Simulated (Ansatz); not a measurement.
**Si2H6O (disiloxane) at 6 levels**

Wanted: a comparison of 6 runs (B3LYP/6-31G*, B3LYP/cc-pVDZ, BLYP/cc-pVDZ, PBE-QIDH/cc-pVDZ, wB97X/cc-pVDZ) of Si2H6O (disiloxane). 

The results are computed with Ansatz 0.2.0.

60 further runs of the same task are left out: 60 set aside as unsound or not needed.

### 1 The system as given

The species is Si2H6O (9 atoms), meant as a singlet with charge 0. As SMILES, `[SiH3]O[SiH3]`. One bond was lengthened or shortened from a relaxed shape.

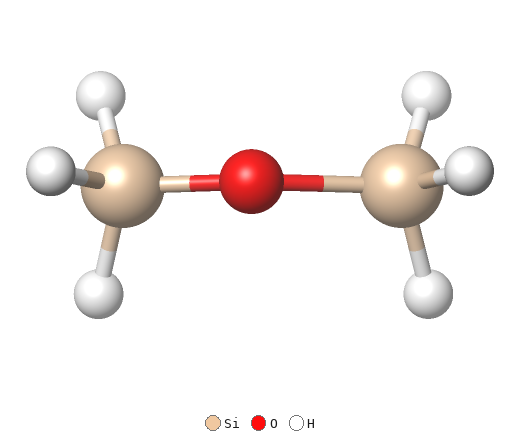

The structure, seen from a chosen angle (silicon light orange, oxygen red, hydrogen white).

### 2 The energy at B3LYP/6-31G(d) (spherical functions) (run 1)

The input, in.yaml:

```yaml
crystal:
  periodic: [false, false, false]
  atoms:
    - {symbol: Si, position_ang: [-0.880661, 1.196907, -1.020638]}
    - {symbol: O, position_ang: [0.425550, 0.090990, -0.245380]}
    - {symbol: Si, position_ang: [0.775570, -1.038810, 0.881750]}
    - {symbol: H, position_ang: [-1.957641, 0.370827, -1.626778]}
    - {symbol: H, position_ang: [-0.231011, 2.016667, -2.071338]}
    - {symbol: H, position_ang: [-1.476541, 2.087007, 0.010212]}
    - {symbol: H, position_ang: [2.224270, -1.343130, 0.800010]}
    - {symbol: H, position_ang: [-0.009310, -2.275600, 0.628780]}
    - {symbol: H, position_ang: [0.448290, -0.527870, 2.238910]}
basis:
  gaussian:
    orbitals: 6-31G_st_-spherical.json
hamiltonian:
  xc: {name: B3LYP}
accuracy: high
output: {orbitals: {seedname: orbitals}}
```

The basis set 6-31G* is read from a file made from the Basis Set Exchange's data (not shown).

Launch:

```
ansatz run in.yaml --threads 1 --pin off --max-ram 3480MiB --events-out events.jsonl --progress --plain --runs-dir runs
```

What it wrote:

```text
Warning: RAYON_NUM_THREADS=1 ignored (pool sized by the plan → 1); use --threads N
Functional definition: B3LYP
  name "B3LYP"
  parameter a0 = 0.2
  parameter ax = 0.72
  parameter ac = 0.81
  exchange = (1 - a0 - ax)*slater_x + ax*b88_x + a0*exact_x
  correlation = (1 - ac)*vwn_rpa_c + ac*lyp_c
1377 factors; integrals over basis functions are off by at most 3.6e-9 eV
mean field evaluation 1: about -17896.2457 eV, gradient 5.2e1 eV
mean field evaluation 2: about -17875.4186 eV, gradient 1.1e2 eV
mean field evaluation 4: about -17901.0038 eV, gradient 1.0e0 eV
mean field evaluation 8: about -17901.1762 eV, gradient 6.0e-2 eV
mean field evaluation 16: about -17901.1762 eV, gradient 1.3e-6 eV
mean field -17901.17624819 eV, -657.8560932680 hartree, gradient 2.0e-8 eV, S^2 0.000000; 0 other end points of the search recorded, 0 dependent functions left out
reference -17901.17629282 eV, -657.8560949081 hartree; 21, 21 occupied and 41, 41 virtual orbitals, 1377 factors
Total energy: -17901.17629282 eV, -657.8560949081 hartree
```

Run time: 5.7 s. Hardware: 1 thread of Intel Xeon Platinum 8259CL at 2.50GHz (Skylake/Cascade Lake), shared host; peak memory 0.2 GiB.

### 3 A single-point energy at B3LYP/6-31G(d) (Cartesian functions) (run 2)

The input, job.yaml:

```yaml
basis:
  gaussian:
    orbitals: "6-31G*"
crystal:
  periodic: [false, false, false]
  atoms:
    - symbol: Si
      position_ang: [-0.880661, 1.196907, -1.020638]
    - symbol: O
      position_ang: [0.425550, 0.090990, -0.245380]
    - symbol: Si
      position_ang: [0.775570, -1.038810, 0.881750]
    - symbol: H
      position_ang: [-1.957641, 0.370827, -1.626778]
    - symbol: H
      position_ang: [-0.231011, 2.016667, -2.071338]
    - symbol: H
      position_ang: [-1.476541, 2.087007, 0.010212]
    - symbol: H
      position_ang: [2.224270, -1.343130, 0.800010]
    - symbol: H
      position_ang: [-0.009310, -2.275600, 0.628780]
    - symbol: H
      position_ang: [0.448290, -0.527870, 2.238910]
hamiltonian:
  xc: {name: B3LYP}
accuracy: high
output: {orbitals: {seedname: orbitals}}
```

Launch:

```
ansatz run job.yaml --threads 1 --pin off --max-ram 3480MiB --events-out events.jsonl --progress --plain --runs-dir runs
```

What it wrote, shortened:

```text
Warning: RAYON_NUM_THREADS=1 ignored (pool sized by the plan → 1); use --threads N
[... 7 set-up lines as earlier in the session ...]
1412 factors; integrals over basis functions are off by at most 3.8e-9 eV
mean field evaluation 1: about -17896.3830 eV, gradient 5.2e1 eV
mean field evaluation 2: about -17875.5568 eV, gradient 1.1e2 eV
mean field evaluation 4: about -17901.1311 eV, gradient 1.1e0 eV
mean field evaluation 8: about -17901.2964 eV, gradient 6.0e-2 eV
mean field evaluation 16: about -17901.2965 eV, gradient 1.4e-6 eV
mean field -17901.29645840 eV, -657.8605109115 hartree, gradient 1.8e-8 eV, S^2 0.000000; 0 other end points of the search recorded, 0 dependent functions left out
reference -17901.29650302 eV, -657.8605125514 hartree; 21, 21 occupied and 44, 44 virtual orbitals, 1412 factors
Total energy: -17901.29650302 eV, -657.8605125514 hartree
```

Run time: 5.7 s. Hardware: 1 thread of Intel Xeon Platinum 8259CL at 2.50GHz (Skylake/Cascade Lake), shared host; peak memory 0.21 GiB.

Runs 3 to 4 aren't shown in full; the table further down has their settings and results.

### 4 A single-point energy at PBE-QIDH/cc-pVDZ (run 5)

The input, input.yaml:

```yaml
basis:
  gaussian:
    orbitals: cc-pVDZ
crystal:
  periodic: [false, false, false]
  atoms:
    - {symbol: Si, position_ang: [-0.880661, 1.196907, -1.020638]}
    - {symbol: O, position_ang: [0.425550, 0.090990, -0.245380]}
    - {symbol: Si, position_ang: [0.775570, -1.038810, 0.881750]}
    - {symbol: H, position_ang: [-1.957641, 0.370827, -1.626778]}
    - {symbol: H, position_ang: [-0.231011, 2.016667, -2.071338]}
    - {symbol: H, position_ang: [-1.476541, 2.087007, 0.010212]}
    - {symbol: H, position_ang: [2.224270, -1.343130, 0.800010]}
    - {symbol: H, position_ang: [-0.009310, -2.275600, 0.628780]}
    - {symbol: H, position_ang: [0.448290, -0.527870, 2.238910]}
hamiltonian:
  xc: {name: PBE-QIDH}
correlation:
  frozen_orbitals: {H: 0, O: 1, Si: 5}
accuracy: high
output:
  orbitals: {seedname: orbitals}
```

Launch:

```
ansatz run input.yaml --threads 1 --pin off --max-ram 3480MiB --events-out events.jsonl --progress --plain --runs-dir runs
```

What it wrote, shortened:

```text
Warning: RAYON_NUM_THREADS=1 ignored (pool sized by the plan → 1); use --threads N
Functional definition: PBE-QIDH
  name "PBE-QIDH"
[...]
1875 factors; integrals over basis functions are off by at most 3.6e-9 eV
[...]
mean field -17881.92922736 eV, -657.1487782985 hartree, gradient 1.4e-8 eV, S^2 0.000000; 0 other end points of the search recorded, 0 dependent functions left out
11 core orbitals not correlated: weight in the atoms' cores, before any rotation towards them, 1.000 or more for the frozen orbitals, at most 0.000 for the correlated occupied ones
reference -17881.92922853 eV, -657.1487783414 hartree; 10, 10 occupied and 59, 59 virtual orbitals, 1875 factors
second order -12.21688570 eV of doubles, -0.00000000 eV of singles
Total energy: -17886.00152376 eV, -657.2984324309 hartree
```

Run time: 9.9 s. Hardware: 1 thread of Intel Xeon Platinum 8259CL at 2.50GHz (Skylake/Cascade Lake), shared host; peak memory 0.27 GiB.

### 5 The energy at wB97X/cc-pVDZ (run 6)

in.yaml, as its differences from that of step 2:

```diff
@@ -14,6 +14,7 @@
   gaussian:
-    orbitals: 6-31G_st_-spherical.json
+    orbitals: cc-pVDZ
 hamiltonian:
-  xc: {name: B3LYP}
+  xc: {name: wB97X}
 accuracy: high
-output: {orbitals: {seedname: orbitals}}
+output:
+  orbitals: {seedname: orbitals}
```

Launch:

```
ansatz run in.yaml --threads 1 --pin off --max-ram 3480MiB --events-out events.jsonl --progress --plain --runs-dir runs
```

What it wrote, shortened:

```text
Warning: RAYON_NUM_THREADS=1 ignored (pool sized by the plan → 1); use --threads N
Functional definition: wB97X
  name "wB97X"
[...]
      + exact_x_lr(omega)
[...]
      + integral(e_c_pw_opposite_spin*poly(b97_u_opposite, 1, cos1, cos2, cos3, cos4))
1875 factors; integrals over basis functions are off by at most 3.6e-9 eV
394 factors; integrals over basis functions are off by at most 1.9e-9 eV
[...]
mean field -17899.98149095 eV, -657.8121867491 hartree, gradient 3.9e-8 eV, S^2 0.000000; 0 other end points of the search recorded, 0 dependent functions left out
reference -17899.98148749 eV, -657.8121866220 hartree; 21, 21 occupied and 59, 59 virtual orbitals, 1875 factors
Total energy: -17899.98148749 eV, -657.8121866220 hartree
```

It took 25 s on 1 thread of Intel Xeon Platinum 8259CL at 2.50GHz (Skylake/Cascade Lake), shared host; peak memory 0.48 GiB.

### 6 Overview of the runs

```tsv
run	level	Cartesian functions	frozen core orbitals	energy (Eh)	HOMO energy (eV)	LUMO energy (eV)	HOMO–LUMO gap (eV)	wall time
1	B3LYP/6-31G* (spherical functions)	no	–	-657.856095	-7.86	-0.56	7.29	5.7 s
2	B3LYP/6-31G* (Cartesian functions)	yes	–	-657.860513	-7.85	-0.60	7.25	5.7 s
3	B3LYP/cc-pVDZ	no	–	-657.890274	-7.90	-0.57	7.33	7.8 s
4	BLYP/cc-pVDZ	no	–	-657.806230	-6.54	-1.15	5.38	6.3 s
5	PBE-QIDH/cc-pVDZ	no	11	-657.298432	-10.54	1.55	12.09	9.9 s
6	wB97X/cc-pVDZ	no	–	-657.812187	-10.54	1.80	12.35	25 s
```

### 7 What came out

```
            quantity          value
 run 6: total energy  -657.81219 Eh
  run 6: HOMO energy      -10.54 eV
  run 6: LUMO energy        1.80 eV
run 6: HOMO–LUMO gap       12.35 eV
```

The HOMO–LUMO gap runs from 5.38 eV (BLYP/cc-pVDZ) to 12.35 eV (wB97X/cc-pVDZ). Totals of different functionals can't be ranked against each other. All runs together took 60 s, the longest 25 s.
